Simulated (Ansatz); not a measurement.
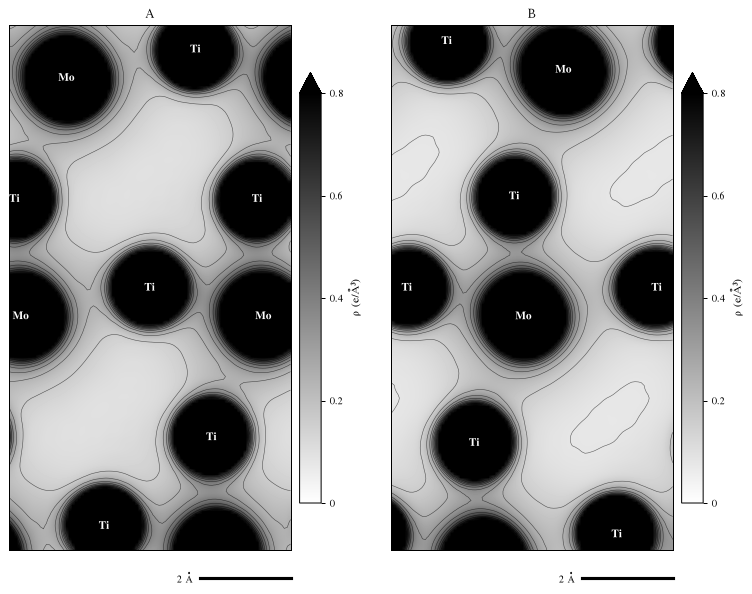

Ti$_{6}$Mo. The valence electron density of two cells that differ in size and shape, on the (001) plane of each (indices in the axes of the calculation cell), at one length scale and on one colour scale; one has 17.5 and the other 19.2 Å³ an atom.

Theory: Ansatz, DFT PBE, scalar-relativistic, plane waves, PAW.

The density is the valence pseudo-density of a PAW calculation; it isn't the true density close to the nuclei.

The larger cell:

```
Ti Mo
1.0
     4.19693   -3.57260    0.00000
     4.19693    3.57260    0.00000
     0.00000    0.00000    8.97116
Ti Mo
12 2
Direct
  0.50423 0.12524 0.75000
  0.49577 0.87476 0.25000
  0.87476 0.49577 0.75000
  0.12524 0.50423 0.25000
  0.18356 0.18356 0.50000
  0.18356 0.18356 0.00000
  0.81644 0.81644 0.50000
  0.81644 0.81644 0.00000
  0.67056 0.32944 0.44801
  0.67056 0.32944 0.05199
  0.32944 0.67056 0.94801
  0.32944 0.67056 0.55199
  0.99078 0.00922 0.75000
  0.00922 0.99078 0.25000
```

The smaller cell: a = 5.352 Å, b = 5.352 Å, c = 8.694 Å, α = 90.00°, β = 90.00°, γ = 79.14°.

### Which panel shows the smaller cell, and what does the compression change?

Panel A is the smaller cell, by 9 % in volume. From the larger cell to the smaller, Ti–Mo goes from 2.66 to 2.59 Å, and the density at its midpoint from 0.33 to 0.36 e/Å³; the pressure goes from −9 to 0.0 GPa.
